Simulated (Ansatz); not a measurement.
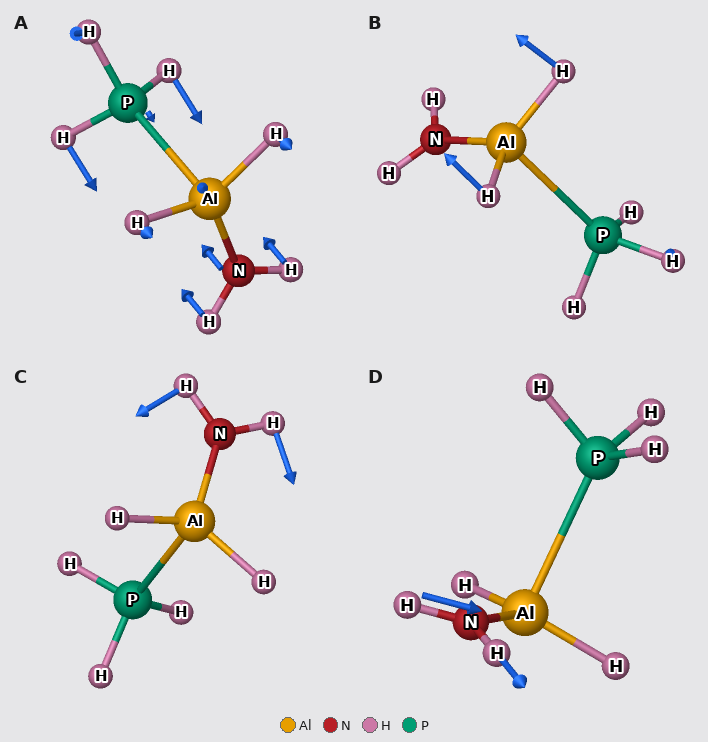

4 normal modes of one molecule or complex, as arrows. Harmonic vibrations computed with RKS PBE0-D4/def2-TZVP (Ansatz 0.2.0) at a stationary point of the same level.

> Match the panels to the wavenumbers 58 cm⁻¹, 655 cm⁻¹, 1565 cm⁻¹, 3703 cm⁻¹.

A: 58 cm⁻¹, angle bending
B: 655 cm⁻¹, H–Al–P bending
C: 1565 cm⁻¹, angle bending
D: 3703 cm⁻¹, out-of-phase stretching of 2 N–H bonds
